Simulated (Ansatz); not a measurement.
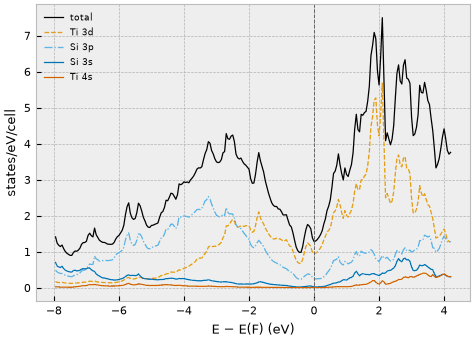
Figure. Total and projected density of states of TiSi2 in space group Cmcm (No. 63; Ti on 4c, Si on 4c, Si on 4c), r²SCAN (plane waves, PAW; program Ansatz)

Which orbitals carry the states next to the Fermi level?

Within 0.5 eV of the Fermi level: Ti 3d 72 %, Si 3p 20 %. Projections are on Löwdin-orthogonalised atomic valence shells; empty p or d shells of many metals are not among them.

Where is the tallest occupied peak in this window, and what makes it?

Near -2.7 eV, about 4.3 states/eV per cell; the largest projected share is Si 3p.

The r²SCAN relaxation kept the symmetry of its start. The run is not spin-polarised.

Potentials: the earlier of the program's two PAW sets.
